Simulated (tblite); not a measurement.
## Frequency calculation, with input and output: C$_{5}$H$_{13}$NSSi

C$_{5}$H$_{13}$NSSi, computed with GFN2-xTB harmonic vibrations, gas phase (tblite 0.8.0).

It belongs to a series of runs on one base structure; here: H on C replaced by allyl.

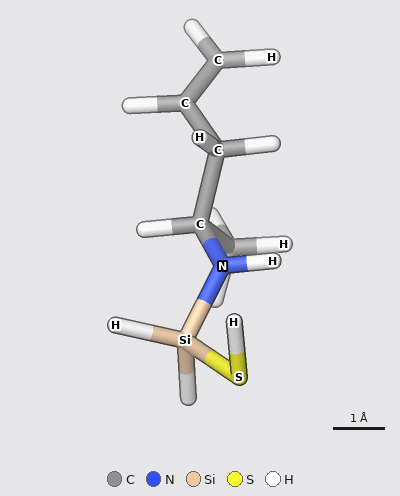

**Figure 1.** The structure as given in the input (stick view, seen at an oblique angle).

## Input file
```
{"job": {"kind": "ir", "xc": "GFN2-xTB", "basis": "xTB"}, "charge": 0, "multiplicity": 1}
C     -3.459251     0.199429     0.228408
C     -2.287350     0.785570     0.385220
C     -1.080882     0.509867    -0.452774
C      0.110164     0.030422     0.391811
C     -0.180114    -1.331940     1.017586
N      1.302730     0.000762    -0.427584
Si     2.873780     0.202523     0.213670
S      4.210547     0.109077    -1.466161
H     -3.625006    -0.540519    -0.537648
H     -4.305739     0.435801     0.850402
H     -2.145790     1.525355     1.162898
H     -0.782824     1.429960    -0.963590
H     -1.314104    -0.243015    -1.209059
H      0.297314     0.754825     1.191202
H      0.657958    -1.645219     1.635263
H     -1.074365    -1.280843     1.632903
H     -0.335715    -2.077445     0.240213
H      1.182834    -0.596894    -1.234759
H      2.932489     1.535140     0.804373
H      3.414117    -0.813872     1.113331
H      3.600286     1.027960    -2.197223
```

The first line tells a small driver script what to run in tblite; the rest is the geometry in Å.

Launched with:
```bash
OMP_NUM_THREADS=1 python <driver script> task.json out
```

## Output
```
mode    cm-1     km/mol
  1      42.5      1.77
  2      50.0      1.10
  3      53.9      0.70
  4      83.9      0.83
  5     110.2      1.74
  6     133.5     31.07
  7     192.7      8.13
  8     208.2      0.25
  9     231.9      0.12
 10     334.9      7.62
 11     396.4      0.73
 12     433.7     14.95
 13     451.7      4.24
 14     502.5     85.90
 15     518.1     54.10
 16     536.5     68.37
 17     587.4     11.01
 18     629.5      3.39
 19     682.9     80.22
 20     759.6    331.66
 21     795.4    178.80
 22     859.8     42.29
 23     888.1     18.14
 24     903.2      3.35
 25     915.9     26.42
 26     965.7      2.59
 27    1013.1     21.10
 28    1021.6     15.97
 29    1047.4      1.54
 30    1122.0     11.60
 31    1139.9     46.12
 32    1162.3    125.10
 33    1199.0      0.20
 34    1240.0     36.80
 35    1282.6     16.84
 36    1310.5      5.42
 37    1328.7      5.08
 38    1378.2    142.05
 39    1402.1     10.21
 40    1417.5      2.83
 41    1469.6      1.54
 42    1491.2      3.17
 43    1496.1      0.91
 44    1719.3     14.84
 45    2260.9    309.27
 46    2297.0    141.63
 47    2477.9    123.02
 48    2936.0     34.90
 49    2955.2     35.15
 50    2977.2     31.13
 51    3027.6     31.18
 52    3040.4     39.46
 53    3045.0     21.61
 54    3053.2     43.04
 55    3098.9     23.69
 56    3125.2     54.04
 57    3412.8     10.59
```

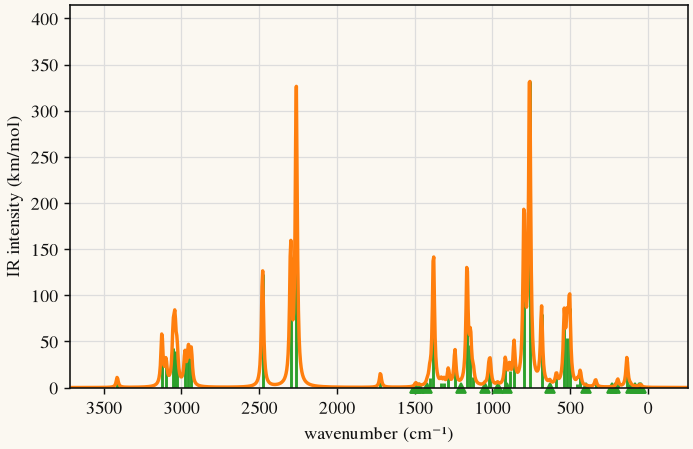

**Figure 2.** Harmonic infrared spectrum, unscaled: sticks (degenerate modes added up, dark ones marked on the axis) with a Lorentzian envelope of 16 cm⁻¹ full width, scaled to the tallest stick. 57 modes from 42 to 3413 cm⁻¹, none imaginary. The strongest line is at 760 cm⁻¹ (332 km/mol).

## Summary

```csv
quantity,value
outcome,converged
total energy,−687.3459 eV
zero-point energy,104.6680 kcal/mol
hardware,"1 CPU thread, shared host"
wall time,1.6 s
peak memory,0.18 GiB
```
